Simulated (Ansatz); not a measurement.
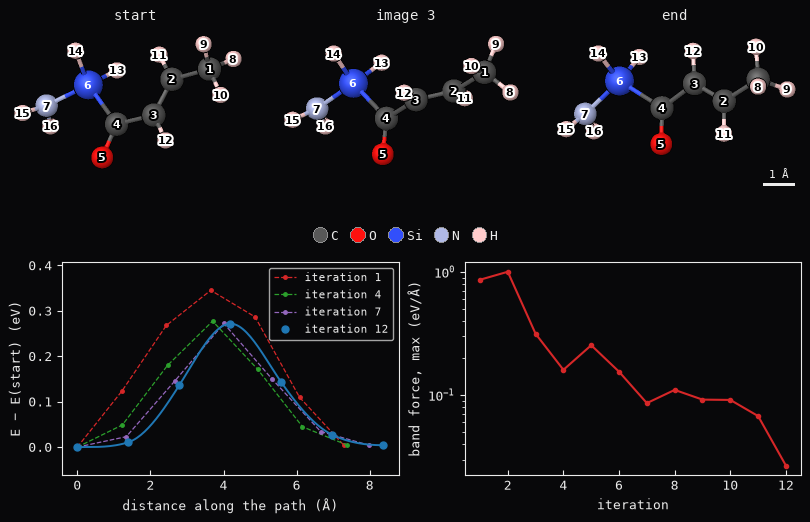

NEB run on C4H9NOSi. Images are numbered from 0 (start) to 6 (end). The plot follows the band through its iterations. Style: ball-and-stick. Shown at a tilt.

These are results of Ansatz 0.2.0, RHF/def2-SVP, not measurements. Settings: 5 movable images; climbing image; force threshold 0.05 eV/Å; iteration limit 60; starting path by image-dependent pair potential.

Judge this run.

Answer. The result is final at these settings. The band converged in 12 iterations. The largest component of the band force went from 0.86 to 0.027 eV/Å. The climbing image converged on the top of the path. Its vibrational analysis gives one imaginary mode (127i cm⁻¹), as a transition state must have. The first iteration put the highest image at 0.345 eV. The energy climbs by 0.272 eV to image 3 and then falls by 0.268 eV, so the end point sits at 0.004 eV.

Limits of the set-up: Hartree-Fock leaves out electron correlation.

Cost: 2.1 min on 2 threads of Intel(R) Xeon(R) Platinum 8488C (Sapphire Rapids), with other jobs on the host, peak memory 0.43 GiB.
